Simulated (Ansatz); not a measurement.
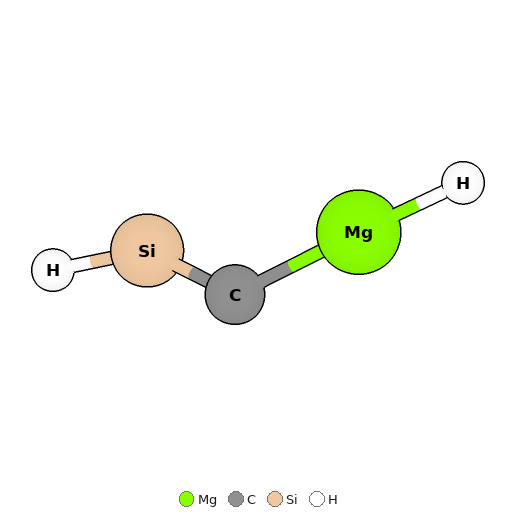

A ball-and-stick model of a molecule.

The computed structure is the end point of a PBE0-D4/def2-TZVP optimisation. No frequency run is at hand to confirm it as a minimum.

Count the atoms of each element.

CH2MgSi, 5 atoms: 1 carbon, 2 hydrogen, 1 magnesium and 1 silicon.

How many bonds of each kind are drawn?

1 C–Mg, 1 C–Si, 1 Mg–H, 1 Si–H. Sticks follow a distance rule.

What is the point group of this geometry?

Cs.

More results for the same structure follow; atom numbers are the same in all pictures, views and colours differ.

## Shape

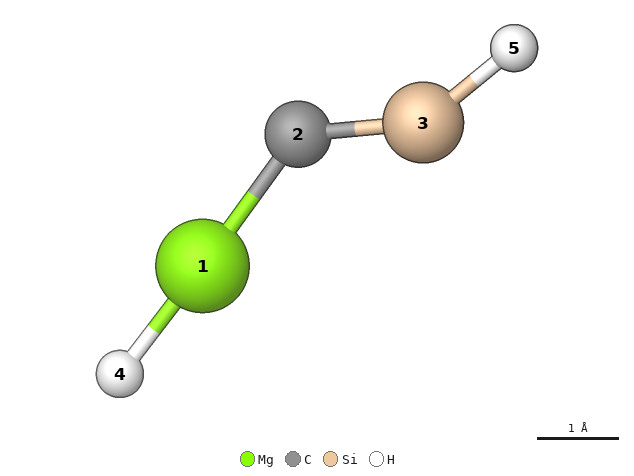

Atoms carry their numbers in the input. No frequency run is at hand to confirm it as a minimum.

Estimate the angles C2–Mg1–H4, Mg1–C2–Si3, C2–Si3–H5.

```json
{"angle": "C2–Mg1–H4", "degrees": "178.5"}
{"angle": "Mg1–C2–Si3", "degrees": "131.3"}
{"angle": "C2–Si3–H5", "degrees": "146.6"}
```

## Electronic properties

No frequency run is at hand to confirm it as a minimum. Method: RKS PBE0-D4/def2-TZVPP (Ansatz 0.2.0).

Estimate the HOMO energy (Kohn–Sham orbital).

−6.56 eV.

What is the HOMO–LUMO gap?

4.13 eV.

## Dipole moment

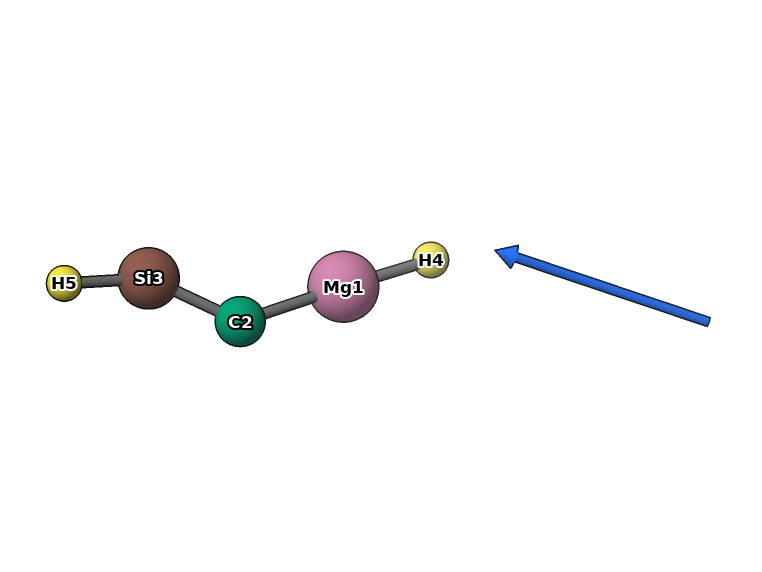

The arrow beside the molecule shows the direction of the dipole moment, from the negative to the positive end (its length means nothing). No frequency run is at hand to confirm it as a minimum. Level of theory: RKS PBE0-D4/def2-TZVP (Ansatz 0.2.0).

Estimate the dipole moment.

1.89 D; it points from the side of H4 to the side of H5 (the outermost atoms at the two ends).

## Charges

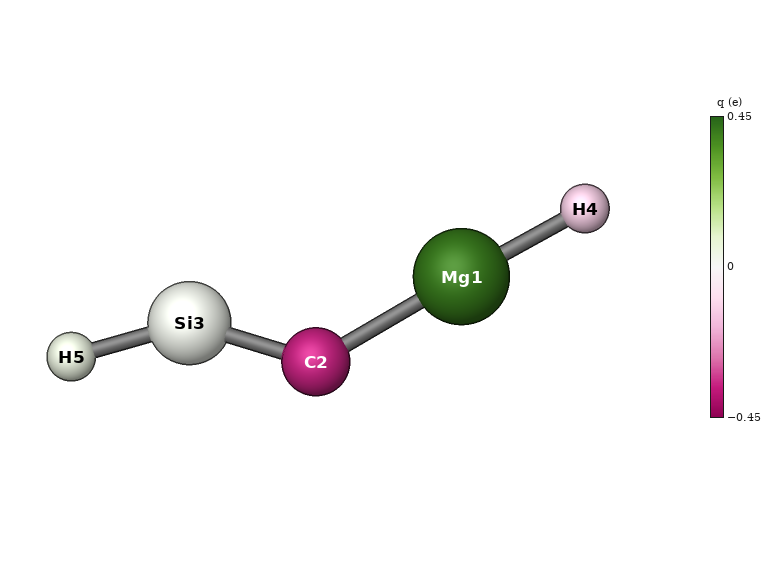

Atoms are coloured by their Mulliken charges. No frequency run is at hand to confirm it as a minimum. Properties computed with RKS PBE0-D4/def2-TZVP (Ansatz 0.2.0).

List the Mulliken charges.

| atom | value (e) |
| --- | --- |
| Mg1 | 0.41 |
| C2 | −0.35 |
| Si3 | 0.02 |
| H4 | −0.12 |
| H5 | 0.04 |

Mulliken values depend strongly on the basis set and can even reverse the polarity of a bond.
